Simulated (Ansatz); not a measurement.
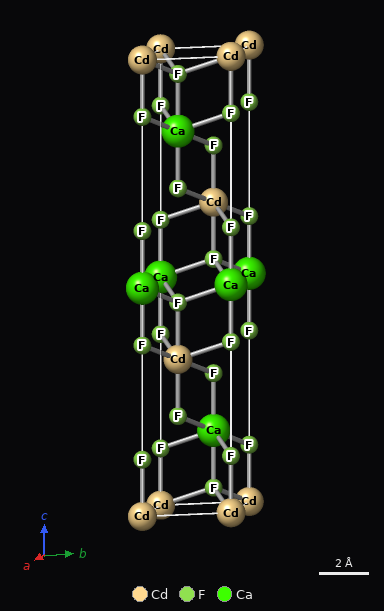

A ball-and-stick rendering, viewed slightly off an axis. The wireframe shows the conventional unit cell.

CaCdF4, space group R-3m (No. 166), a = 3.824 Å, b = 3.824 Å, c = 18.799 Å, α = 90.00°, β = 90.00°, γ = 120.00°. The model was built from a structure type filled with these elements by a generator (whether the compound takes this form wasn't checked). Earlier steps of the study, as a rule a relaxation of our own, may have changed the cell and positions, so they can lie some per cent off the listed ones. It was run through Ansatz as a DFT input.

This one geometry was computed with Ansatz (DFT, plane waves, PAW) at five levels of theory: HSE06, PBE0, r2SCAN, PBE with spin-orbit coupling and PBE. It was relaxed beforehand with r2SCAN.

### Which level gives the highest pressure at this volume, and what does that say about its equilibrium volume?

Highest: PBE with spin-orbit coupling (4.4 GPa) and PBE (4.4 GPa), which points to the largest equilibrium volume. Lowest, with the smallest volume: r2SCAN (0.0 GPa). Levels within 0.5 GPa of each other can't be told apart.

### How does the band gap change with the level of theory?

PBE with spin-orbit coupling: a gap of 4.48 eV, indirect; PBE: a gap of 4.49 eV, indirect; r2SCAN: a gap of 5.17 eV, indirect; HSE06: a gap of 6.59 eV, indirect; PBE0: a gap of 7.36 eV, indirect.

### Collect the results in a table.

| level | cutoff (eV) | k-mesh of the run's cell | gap (eV) | pressure (GPa) |
| --- | --- | --- | --- | --- |
| HSE06 | 420 | 4×4×4 | 6.59 | 1.6 |
| PBE0 | 420 | 4×4×4 | 7.36 | 1.3 |
| r2SCAN | 500 | 8×8×8 | 5.17 | 0.0 |
| PBE with spin-orbit coupling | 420 | 8×8×8 | 4.48 | 4.4 |
| PBE | 420 | 8×8×8 | 4.49 | 4.4 |

Gaps are taken on the k-mesh or band path of each run.
